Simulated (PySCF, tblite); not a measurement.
**CH7FP2Si: dynamics, then NMR shifts on frames**

Aim: move CH7FP2Si (`FC[SiH](P)P`) away from its starting geometry and see how NMR shifts follow the geometry.

The runs use tblite 0.8.0 and PySCF 2.14.0, with density-fitted response routines of our own; the level of theory stands in each step. All values are computed, except where a source is named. Atoms count from 0, in the outputs and in this text.

## Step 1: The starting structure

12 atoms, charge 0, multiplicity 1; geometry from: GFN2-xTB.

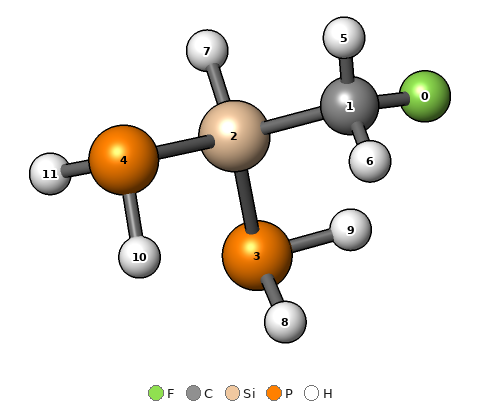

As it starts; fluorine green, carbon grey, silicon light orange, phosphorus orange, hydrogen white, atoms numbered; sticks join atoms by distance.

## Step 2: Thermal motion with GFN2-xTB

What the job is given:

```
{"job": {"kind": "md", "xc": "GFN2-xTB", "basis": "xTB", "temperature": 400, "steps": 2000, "every": 50, "frames": 5}, "charge": 0, "multiplicity": 1}
F      0.583591     2.413916    -0.249602
C     -0.477818     1.561671    -0.032386
Si    -0.008184    -0.224699    -0.602912
P      2.008946    -0.864815     0.184280
P     -1.784681    -1.485323    -0.016555
H     -1.324578     1.966213    -0.591560
H     -0.706696     1.618856     1.036079
H      0.080726    -0.206999    -2.070342
H      1.663532    -0.731289     1.523831
H      2.546933     0.409543     0.131134
H     -1.308356    -1.819727     1.239947
H     -1.272217    -2.638032    -0.577940
```

Level: GFN2-xTB Langevin dynamics, gas phase.

Command:

```console
$ OMP_NUM_THREADS=1 python probes_run.py task.json out
```

This one command runs all jobs of the session in turn.

Output:

```text
t/fs     T/K      E/eV
    0.0   348.7   -467.58378
   25.0   243.8   -467.27129
   50.0   362.1   -467.24878
   75.0   372.1   -467.16861
  100.0   325.5   -467.05600
  125.0   341.9   -467.11846
  150.0   313.8   -466.94388
  175.0   385.9   -467.20209
  200.0   356.5   -467.16884
  225.0   206.0   -467.02304
  250.0   250.9   -466.87640
  275.0   372.8   -466.95428
  300.0   467.9   -466.97811
  325.0   656.7   -467.07242
  350.0   481.6   -466.75323
  375.0   577.5   -466.87296
  400.0   505.5   -466.74690
  425.0   528.0   -466.85934
  450.0   566.7   -467.13470
  475.0   358.9   -467.07317
  500.0   521.9   -467.19261
  525.0   376.5   -467.03753
  550.0   299.6   -466.97333
  575.0   233.2   -467.11505
  600.0   253.7   -467.10266
  625.0   295.5   -467.14882
  650.0   313.9   -467.18666
  675.0   276.2   -467.16005
  700.0   339.2   -467.18020
  725.0   455.5   -467.01098
  750.0   509.0   -467.16645
  775.0   256.8   -466.95297
  800.0   272.3   -466.92135
  825.0   336.8   -466.95207
  850.0   333.4   -466.88562
  875.0   416.6   -466.87158
  900.0   363.4   -466.80841
  925.0   290.2   -466.89709
  950.0   362.5   -467.08296
  975.0   413.1   -467.14216
 1000.0   449.9   -467.26057
```

It took 12 s on 1 thread of Arm Neoverse V1, shared host; peak memory 0.18 GiB.

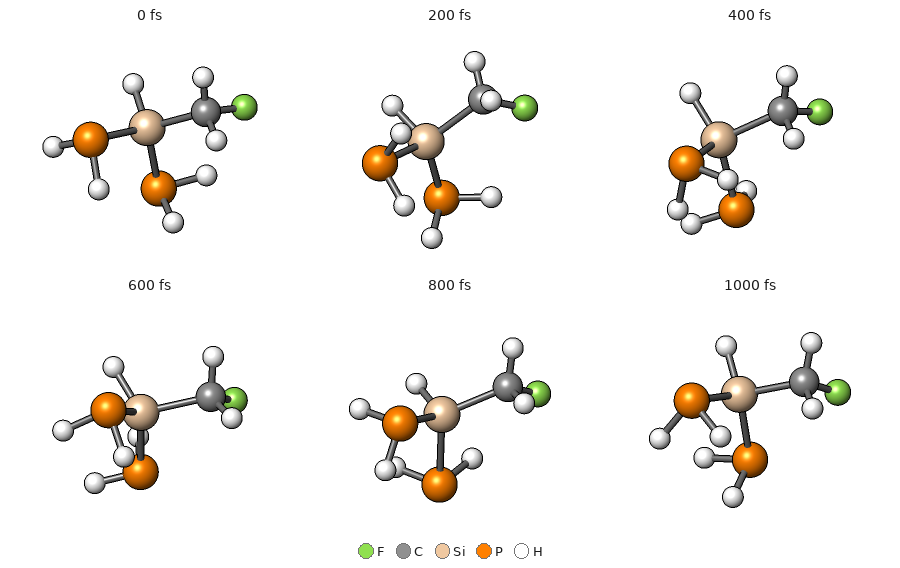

Frames of the run.

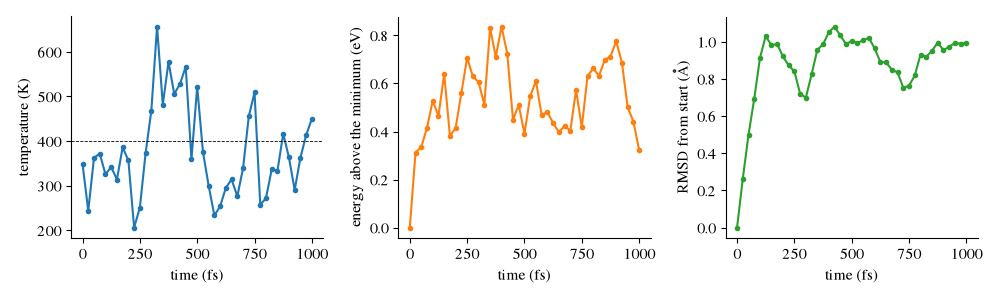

Temperature, potential energy and distance from the start.

Positions (Å) and forces (eV/Å) at 1000 fs:

```xyz
12

F     0.800    2.048    0.723    0.487   -0.094   -0.016
C    -0.468    1.502    0.683    0.761    0.077   -0.553
Si   -0.373   -0.341    0.147   -0.094   -0.231   -0.129
P     1.575   -1.036    1.088    0.198   -0.697   -0.219
P    -2.344   -1.277    0.788    0.436   -0.890    0.720
H    -0.955    2.143   -0.069   -0.537   -0.246    0.740
H    -0.776    1.535    1.715   -0.790    0.542    0.191
H    -0.498   -0.224   -1.323    0.226   -0.286    0.062
H     1.744   -2.256    0.351   -0.222    0.654    0.324
H     1.060   -1.733    2.207   -0.077    0.213   -0.368
H    -2.248   -0.867    2.127   -0.057    0.041   -0.305
H    -1.813   -2.574    1.167   -0.333    0.917   -0.446
```

## Step 3: NMR shieldings: 250 fs, PBE0/pcSseg-1

What the job is given:

```
{"job": {"kind": "nmr", "xc": "PBE0", "basis": "pcSseg-1", "pop": false}, "charge": 0, "multiplicity": 1}
F      0.262500     2.842200    -0.249000
C     -0.859000     2.048500    -0.521700
Si    -0.494100    -0.045400    -0.077800
P      1.581200    -0.611200     0.547100
P     -2.229700    -1.081600     0.972200
H     -1.068400     2.056100    -1.600900
H     -1.734800     2.414000     0.025900
H     -0.766700    -0.668100    -1.323400
H      1.524400    -0.744700     1.892300
H      2.019700     0.750100     0.770600
H     -3.028900     0.044600     1.321400
H     -1.530600    -1.241100     2.185900
```

With the program's defaults for keys left out, this is: GIAO PBE0/pcSseg-1 NMR shielding, non-relativistic, gas phase.

Output:

```text
coarse grid: 11384 points
cycle   1  E = -1113.6655247624  dE =  3.481e-02  |g| = 4.501e-01  |ddm| = 2.969e+00
cycle   2  E = -1113.6341147906  dE =  3.141e-02  |g| = 6.547e-01  |ddm| = 7.783e-01
cycle   3  E = -1113.7022908106  dE = -6.818e-02  |g| = 4.722e-02  |ddm| = 4.470e-01
cycle   4  E = -1113.7026832697  dE = -3.925e-04  |g| = 2.019e-02  |ddm| = 6.533e-02
cycle   5  E = -1113.7027878269  dE = -1.046e-04  |g| = 4.618e-03  |ddm| = 2.632e-02
cycle   6  E = -1113.7027927899  dE = -4.963e-06  |g| = 1.790e-03  |ddm| = 7.380e-03
final grid: 96200 points
cycle   7  E = -1113.7387230611  dE = -1.917e-05  |g| = 7.271e-03  |ddm| = 2.364e-02
cycle   8  E = -1113.7387098375  dE =  1.322e-05  |g| = 1.053e-02  |ddm| = 1.567e-02
cycle   9  E = -1113.7387363414  dE = -2.650e-05  |g| = 7.060e-04  |ddm| = 8.789e-03
cycle  10  E = -1113.7387364267  dE = -8.532e-08  |g| = 2.286e-04  |ddm| = 8.982e-04
cycle  11  E = -1113.7387364352  dE = -8.488e-09  |g| = 5.580e-05  |ddm| = 2.210e-04
cycle  12  E = -1113.7387364359  dE = -6.912e-10  |g| = 1.077e-05  |ddm| = 6.941e-05
converged SCF energy = -1113.7387364359

GIAO shielding tensors (ppm)
atom      isotropic    diamagn.    paramagn.     s11        s22        s33       span
  0 F      437.928     472.462     -34.534    376.765    458.192    478.826    102.061
  1 C       90.843     247.282    -156.439     41.304     76.931    154.293    112.989
  2 Si     377.512     879.958    -502.446    338.411    367.172    426.953     88.541
  3 P      617.720     967.221    -349.500    511.602    643.044    698.516    186.914
  4 P      577.674     966.906    -389.232    512.750    597.486    622.786    110.036
  5 H       26.027      29.007      -2.981     21.467     27.175     29.438      7.970
  6 H       26.648      29.295      -2.646     22.039     27.600     30.307      8.268
  7 H       27.371      30.966      -3.595     23.221     25.940     32.951      9.730
  8 H       31.169      31.253      -0.084     25.661     27.971     39.877     14.216
  9 H       28.678      29.078      -0.400     23.199     26.898     35.936     12.738
 10 H       29.378      29.584      -0.206     24.430     26.991     36.712     12.282
 11 H       29.646      30.024      -0.378     24.133     28.622     36.183     12.050
```

Wall time 11 s (1 thread of Arm Neoverse V1, shared host); peak memory 0.7 GiB.

Shifts follow as δ = σ(reference) − σ, with reference shieldings (ppm) from runs at the same level and on the same kind of geometry: 1H TMS 31.72, 13C TMS 186.9, 29Si TMS 349.2, 19F CFCl3 170.9, 31P H3PO4 318.4. The references are single molecules in the gas phase, so shifts against H2O, NH3, PH3, H3PO4 or CFCl3 are not on the usual liquid scales and can be off by tens of ppm. Each atom is listed at this fixed geometry, with no averaging over motion; a spectrum would average atoms that exchange fast.

```
atoms                                environment  σ (ppm)  δ (ppm)
   C1                 sp3 CH2 bonded to F and Si     90.8     96.1
   H5  hydrogen on an sp3 CH2 bonded to F and Si    26.03     5.69
   H6  hydrogen on an sp3 CH2 bonded to F and Si    26.65     5.07
   H7     hydrogen on a silicon bonded to C, 2 P    27.37     4.35
   H9      hydrogen on a phosphorus bonded to Si    28.68     3.04
  H10      hydrogen on a phosphorus bonded to Si    29.38     2.34
  H11      hydrogen on a phosphorus bonded to Si    29.65     2.07
   H8      hydrogen on a phosphorus bonded to Si    31.17     0.55
   F0                  fluorine on an sp3 carbon    437.9   -267.0
  Si2                silicon bonded to C, 2 P, H    377.5    -28.4
   P4               phosphorus bonded to Si, 2 H    577.7   -259.3
   P3               phosphorus bonded to Si, 2 H    617.7   -299.3
```

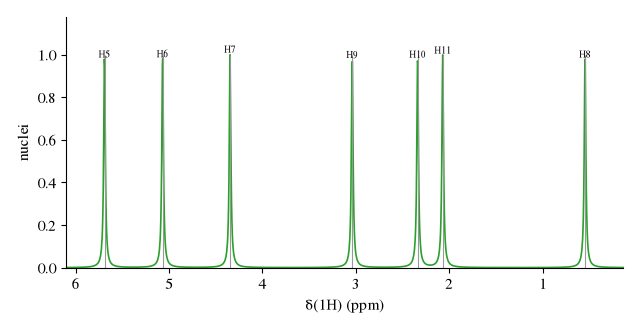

1H lines at the computed shifts, without couplings. Lines are broadened to a width of 0.02 ppm (Lorentzian).

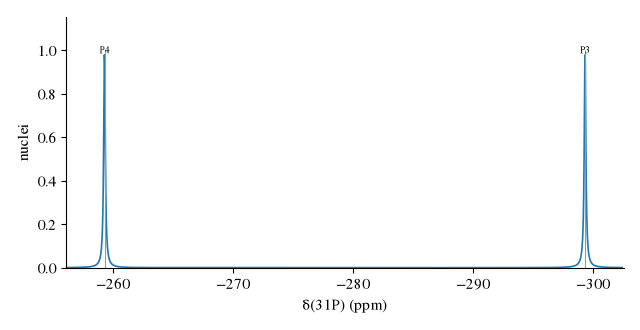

31P lines at the computed shifts, without couplings. Lines are broadened to a width of 0.16 ppm (Lorentzian).

## Step 4: Shielding tensors: 425 fs, PBE0/pcSseg-1

What the job is given:

```
{"job": {"kind": "nmr", "xc": "PBE0", "basis": "pcSseg-1", "pop": false}, "charge": 0, "multiplicity": 1}
F      0.358300     2.307100    -0.020600
C     -0.820500     1.709900     0.244600
Si    -0.642400    -0.196900     0.069100
P      1.269600    -0.791200     1.019900
P     -2.438200    -0.888800     1.162300
H     -1.450100     2.033200    -0.626700
H     -1.226200     2.035300     1.134600
H     -0.637200    -0.757600    -1.258700
H      1.854900    -1.181400    -0.266000
H      0.638900    -2.105700     1.032700
H     -2.102300    -0.107100     2.203400
H     -2.154000    -2.224400     1.811400
```

Level: GIAO PBE0/pcSseg-1 NMR shielding, non-relativistic, gas phase.

Output:

```text
coarse grid: 11384 points
cycle   1  E = -1113.6779707244  dE =  2.690e-01  |g| = 4.242e-01  |ddm| = 3.060e+00
cycle   2  E = -1113.6624573959  dE =  1.551e-02  |g| = 5.600e-01  |ddm| = 7.492e-01
cycle   3  E = -1113.7103665591  dE = -4.791e-02  |g| = 4.629e-02  |ddm| = 4.135e-01
cycle   4  E = -1113.7107233101  dE = -3.568e-04  |g| = 1.849e-02  |ddm| = 6.089e-02
cycle   5  E = -1113.7108108168  dE = -8.751e-05  |g| = 3.886e-03  |ddm| = 2.555e-02
cycle   6  E = -1113.7108142605  dE = -3.444e-06  |g| = 1.315e-03  |ddm| = 6.000e-03
final grid: 96200 points
cycle   7  E = -1113.7458462687  dE = -2.302e-05  |g| = 6.537e-03  |ddm| = 2.420e-02
cycle   8  E = -1113.7458414599  dE =  4.809e-06  |g| = 8.254e-03  |ddm| = 1.310e-02
cycle   9  E = -1113.7458563118  dE = -1.485e-05  |g| = 7.261e-04  |ddm| = 6.750e-03
cycle  10  E = -1113.7458564095  dE = -9.770e-08  |g| = 1.713e-04  |ddm| = 8.291e-04
cycle  11  E = -1113.7458564137  dE = -4.197e-09  |g| = 4.225e-05  |ddm| = 1.516e-04
cycle  12  E = -1113.7458564141  dE = -4.188e-10  |g| = 1.043e-05  |ddm| = 6.193e-05
converged SCF energy = -1113.7458564141

GIAO shielding tensors (ppm)
atom      isotropic    diamagn.    paramagn.     s11        s22        s33       span
  0 F      472.184     473.622      -1.438    404.283    499.246    513.024    108.741
  1 C      113.590     247.778    -134.188     65.356     92.046    183.367    118.011
  2 Si     380.576     881.144    -500.568    329.306    381.167    431.253    101.947
  3 P      592.786     966.562    -373.776    499.469    608.135    670.754    171.285
  4 P      557.430     967.140    -409.710    447.020    551.789    673.480    226.460
  5 H       25.956      28.254      -2.298     20.862     27.333     29.673      8.811
  6 H       28.519      31.441      -2.922     22.797     29.620     33.141     10.344
  7 H       26.660      30.281      -3.620     22.349     25.085     32.547     10.198
  8 H       28.534      28.695      -0.161     23.707     25.254     36.642     12.935
  9 H       29.467      29.386       0.081     23.930     29.211     35.260     11.330
 10 H       30.784      31.379      -0.595     25.728     29.684     36.939     11.211
 11 H       27.978      27.659       0.319     23.721     25.013     35.199     11.478
```

Run time: 11 s. Hardware: 1 thread of Arm Neoverse V1, shared host; peak memory 0.72 GiB.

This run: δ C1 73.3, F0 -301.2, Si2 -31.4, P4 -239.1, H5 5.76, H7 5.06 ppm.

(Part 1 of 2 ends here.)
